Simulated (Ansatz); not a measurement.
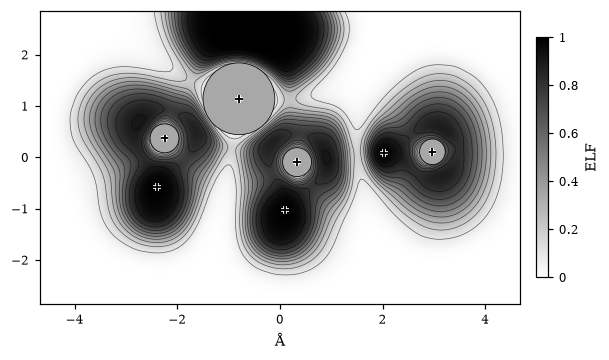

The ELF on a plane through atoms (crosses mark nuclei in the plane; grey discs cover the cores).

Level of theory: RKS PBE0-D4/def2-TZVPP (Ansatz 0.2.0).

Candidates:
A. CH5GaO
B. C2H7Al
C. H2O2Si···HF

### Which system is this?

Candidate C: H2O2Si···HF on the molecular plane, which holds Si, F, H and O. O4···H3 (1.71 Å): the ELF dips to about 0.15 between them (a closed-shell contact with the geometry of a hydrogen bond). Si–O (1.64 Å): the ELF peaks at about 0.85 between the atoms; a shared but strongly polarised pair.
